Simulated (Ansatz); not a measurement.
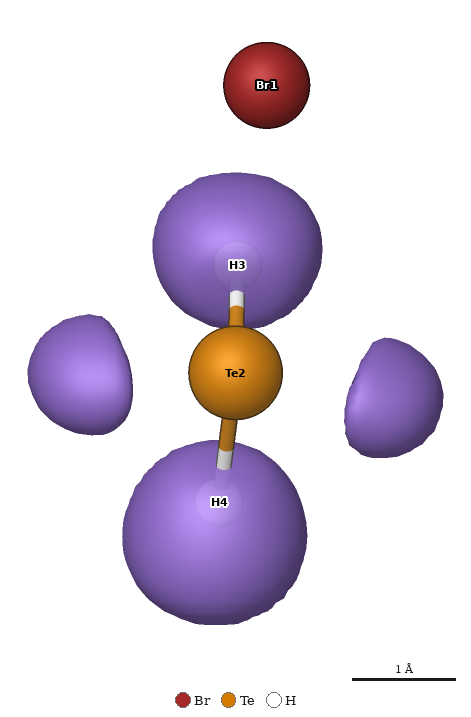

Figure 1: Br···H₂Te (SMILES [Br-].[TeH2]) (charge −1). Isosurface of the ELF at 0.9 (purple), seen at an oblique angle. Core shells and regions of very low density are left out.

Geometry: PBE0-D4/def2-TZVPD; core potentials replace the inner electrons of Te.

Theory: RKS PBE0-D4/def2-TZVPPD (Ansatz 0.2.0).

```yaml
atoms:
  - { symbol: Br, position_ang: [0.2389, 1.6352, -2.2201] }
  - { symbol: Te, position_ang: [-0.0441, 0.2577, 0.6401] }
  - { symbol: H, position_ang: [-0.0055, -1.0505, -0.3651] }
  - { symbol: H, position_ang: [-0.1892, -0.8423, 1.9450] }
```

> What do the ELF domains correspond to?

The ELF exceeds this value in two regions around hydrogen nuclei and two lobes on Te, pointing away from the bonds (lone pairs). Along the contacts the grid gives the following. Te2···Br1 (3.19 Å): the ELF dips to about 0.20 between them. Br1···H3 (3.27 Å): the ELF dips to about 0.05 between them; a non-bonded, intermolecular contact.
